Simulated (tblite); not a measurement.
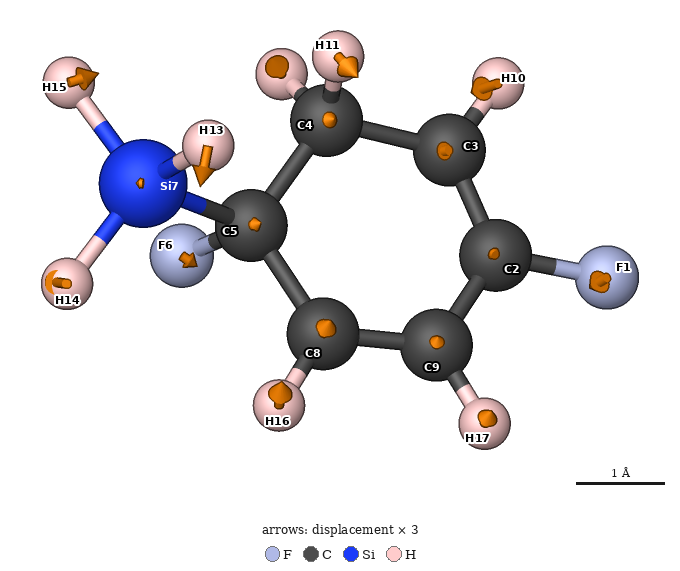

A relaxation of C$_{6}$H$_{8}$F$_{2}$Si. The starting structure is drawn; orange arrows show the displacements, 3 times their true length. The two geometries are superimposed by the best rigid fit.

The picture is a ball-and-stick view, seen at a tilt.

All numbers below come from GFN2-xTB geometry optimisation, gas phase in tblite 0.8.0. 

Which element moves most?

Hydrogen: up to 0.25 Å, against 0.13 Å for fluorine.

What happened in the run?

The atom that moves furthest after the best rigid fit is an H atom (0.25 Å). By element the largest moves are H 0.25 Å, F 0.13 Å, C 0.11 Å, Si 0.03 Å. Near-neighbour distances that change, for instance: C–F 1.380 → 1.422 Å, H–Si 1.497 → 1.460 Å, C–C 1.526 → 1.497 Å, C–Si 1.914 → 1.933 Å. Among the angles between lasting bonds that change: C–Si–H 111.4° → 106.9°, H–Si–H 107.2° → 111.5°, H–Si–H 108.1° → 112.2°. Over 68 geometry steps the energy falls by 3.15 kcal/mol. The run took 0.51 s on 1 thread of Arm Neoverse V1 (shared host).
